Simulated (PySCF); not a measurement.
# H2O2 (hydrogen peroxide) at B3LYP/ANO-RCC-VDZP (sfX2C)

What is the vertical ionisation energy of H2O2 (hydrogen peroxide) at B3LYP/ANO-RCC-VDZP (sfX2C)? 

Program for the calculation: PySCF 2.14.0.

## Step 1: The molecule

H2O2 has 4 atoms, charge 0, and is taken as a singlet. SMILES: `OO`. The coordinates come from a PBE0-D4/def2-TZVP relaxation.

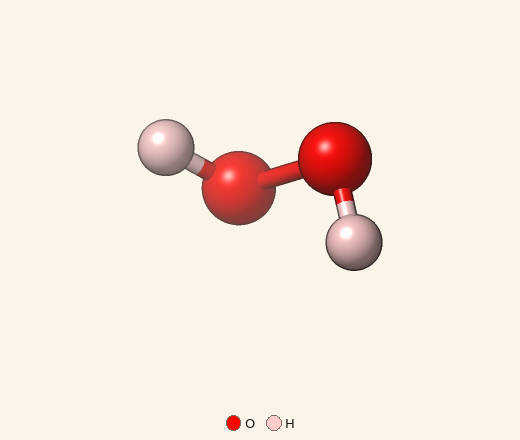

The structure, seen from a chosen angle (oxygen red, hydrogen pink).

## Step 2: The energy at B3LYP/ANO-RCC-VDZP (sfX2C)

mol.xyz

```xyz
4
H2O2
O     -0.486800    -0.581100     0.030600
O      0.048300     0.728400     0.206900
H      0.186400    -1.117000     0.467400
H      0.252100     0.969800    -0.704900
```

calc.py

```python
from pyscf import gto, dft

mol = gto.M(
    atom='mol.xyz',
    verbose=3,
    max_memory=1860,
    basis='ano-rcc-vdzp',
    spin=0,
)

myscf = dft.RKS(mol, xc='b3lyp')
myscf = myscf.sfx2c1e()
myscf.conv_tol = 1e-10
myscf.grids.level = 4
myscf.kernel()
if not myscf.converged:
    myscf = myscf.newton().run(myscf.mo_coeff, myscf.mo_occ)

energy = myscf.e_tot
print(f'total energy: {energy:.8f} hartree')
```

Run with:

```sh
$ OMP_NUM_THREADS=1 python calc.py
```

The program printed:

```text
converged SCF energy = -151.71709385448
total energy: -151.71709385 hartree
```

It took 2.8 s on 1 thread of Intel Xeon 6975P-C (Granite Rapids), shared host; peak memory 0.23 GiB.

## Step 3: The doublet cation

job.py

```python
from pyscf import gto, dft

molecule = gto.M(
    atom='''
O       -0.486800      -0.581100       0.030600
O        0.048300       0.728400       0.206900
H        0.186400      -1.117000       0.467400
H        0.252100       0.969800      -0.704900
''',
    basis='ano-rcc-vdzp',
    spin=1,
    max_memory=1860,
    verbose=3,
    charge=1,
)

myscf = dft.UKS(molecule)
myscf.xc = 'b3lyp'
myscf = myscf.sfx2c1e()
myscf.conv_tol = 1e-10
myscf.grids.level = 4
myscf.kernel()
if not myscf.converged:
    myscf = myscf.newton().run(myscf.mo_coeff, myscf.mo_occ)

etot = myscf.e_tot
print('E(%s) = %.9f' % ('B3LYP', etot))
```

Run with:

```sh
$ OMP_NUM_THREADS=1 python job.py
```

The program printed:

```text
converged SCF energy = -151.292224671801  <S^2> = 0.75417028  2S+1 = 2.0041659
E(B3LYP) = -151.292224672
```

Run time: 4.2 s. Hardware: 1 thread of Intel Xeon 6975P-C (Granite Rapids), shared host; peak memory 0.24 GiB.

## Step 4: Outcome

Level: B3LYP/ANO-RCC-VDZP (sfX2C).

```
                                          quantity          value
                        singlet H2O2: total energy  -151.71709 Eh
                       singlet H2O2: dipole moment         1.78 D
                         singlet H2O2: HOMO energy       -7.89 eV
                         singlet H2O2: LUMO energy       -0.06 eV
                       singlet H2O2: HOMO–LUMO gap        7.83 eV
                      doublet cation: total energy  -151.29222 Eh
doublet cation: HOMO energy (highest over α and β)      -18.83 eV
 doublet cation: LUMO energy (lowest over α and β)      -15.29 eV
                              doublet cation: ⟨S²⟩          0.754
vertical ionisation energy (to the doublet cation)      11.561 eV
```

**Reading.** The vertical ionisation energy comes to 11.56 eV (267 kcal/mol). The negative HOMO energy of the first species, 7.89 eV, lies 3.67 eV below that difference.
